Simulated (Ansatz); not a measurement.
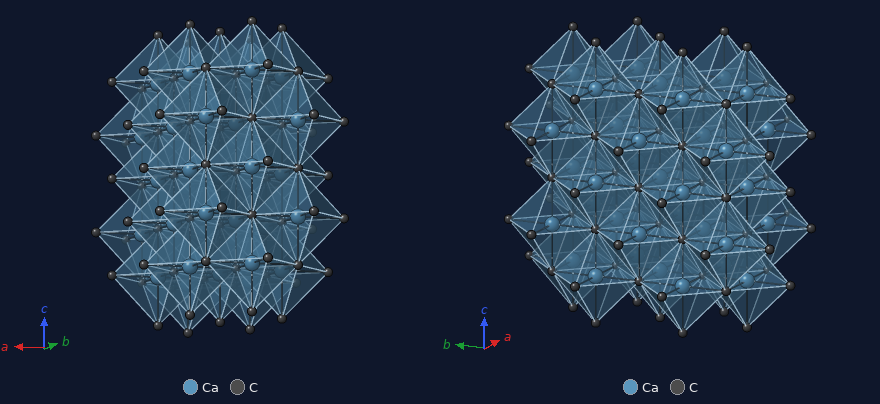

Polyhedra are drawn about Ca (bonds: C–Ca below 2.9 Å); other atoms are plain spheres. Two views of the same piece.

CaC (space group Fm-3m, No. 225): the geometry relaxed with DFT PBE, scalar-relativistic, plane waves, PAW in Ansatz 0.2.0; the starting structure was generated, so it need not be a known form of this composition.

Sharing among the drawn polyhedra:

```
site       polyhedron  corner-sharing neighbours  edge-sharing  face-sharing  bond (Å)
  Ca  CaC6 octahedron                          6            12             0      2.61
```

They form a three-dimensional framework of corner- and edge-sharing octahedra.
